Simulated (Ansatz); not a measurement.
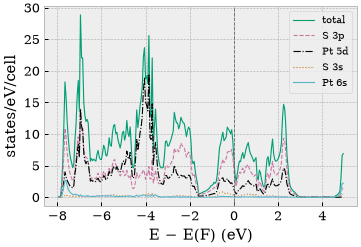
Total and projected density of states of PtS₂ in space group Pca2_1 (No. 29; Pt on 4a, S on 4a, S on 4a), r²SCAN (plane waves, PAW; program Ansatz)

Question: Which orbitals carry the states next to the Fermi level?

Answer: Within 0.5 eV of the Fermi level: S 3p 66 %, Pt 5d 25 %, S 3s 6 %. Projections are on Löwdin-orthogonalised atomic valence shells; empty p or d shells of many metals are not among them.

Question: Where is the tallest occupied peak in this window, and what makes it?

Answer: Near -6.9 eV, about 29 states/eV per cell; the largest projected share is S 3p.

The start of the workflow was typed in or built on a structure type; neither database checked (COD, Materials Project) lists it. COD files the formula under space group No. 164. Its standing as an ambient phase is unchecked. The r²SCAN relaxation kept the symmetry of its start; whether a distortion lowers the energy is not shown. No spin polarisation was allowed. Scalar-relativistic: spin–orbit coupling is off unless named, which matters more the heavier the elements.

Potentials: the earlier of the program's two PAW sets. The files were generated under PBE; for other functionals the program regenerates the frozen cores, and for LDA and PBEsol the local potential too.
